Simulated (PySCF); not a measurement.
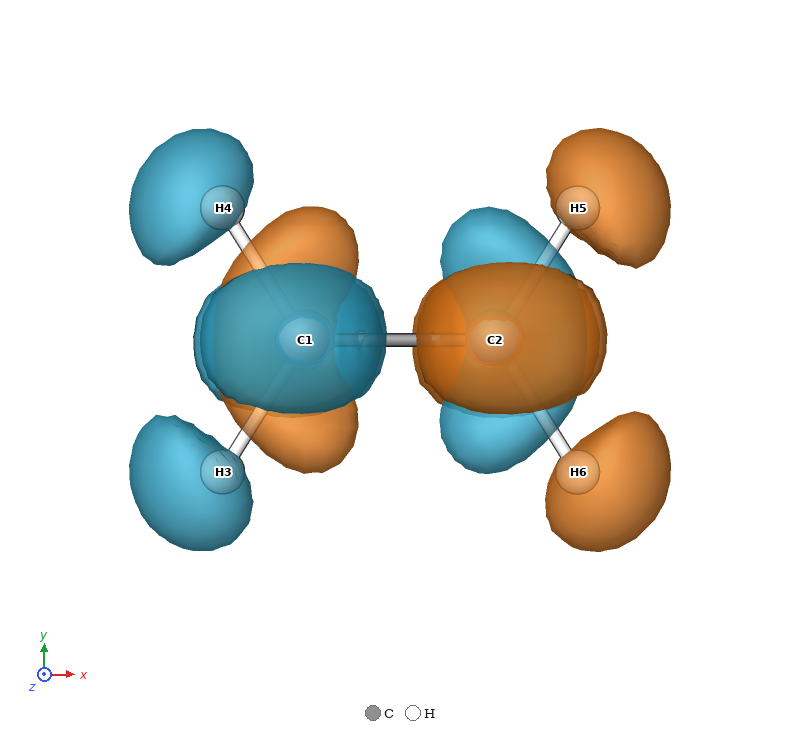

C₂H₄, SMILES `C=C`. Change of the electron density in a uniform field of 0.26 V/Å, surfaces at ±0.003 e/Å³ (light blue: gain, orange: loss).

PySCF calculation, PBE0/6-31+G*, gas phase; geometry: GFN2-xTB. No frequency check shows the geometry to be a minimum. The basis has diffuse s and p functions alone, which still leaves polarisabilities too small, most of all across bonds.

Geometry (Å), atoms numbered from 1:

```
C1      -0.6582    0.0000    0.0000
C2       0.6582    0.0000    0.0000
H3      -1.2293   -0.9140    0.0000
H4      -1.2293    0.9140    0.0000
H5       1.2293    0.9140    0.0000
H6       1.2293   -0.9140    0.0000
```

The field was applied in both directions; the picture shows the one opposite to the script's first.

> Along which Cartesian direction does the field point?

Along +x: electrons gather on the −x side, against the field.

> How large is the response?

The induced dipole is 0.43 D (along the field); α along this axis, from the fields in both directions, is 33 bohr³ (5.0 Å³).
